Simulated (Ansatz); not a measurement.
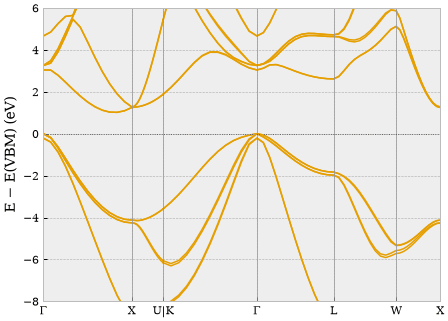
Fig. 1. Band structure from DFT-PBEsol with spin–orbit coupling in the program Ansatz with PAW potentials

Q: Read off the gap and where the band edges lie.

A: About 1.0 eV (1.01 eV by a search for the band edges); maximum at Γ, minimum on the Γ–X line, 80 % of the way from Γ.

The material is BAs (zinc blende, F-43m).

The cell was relaxed with PBEsol under the symmetry of its start.

Potentials: the earlier of the program's two PAW sets. The files were generated under PBE; for other functionals the program regenerates the frozen cores, and for LDA and PBEsol the local potential too.
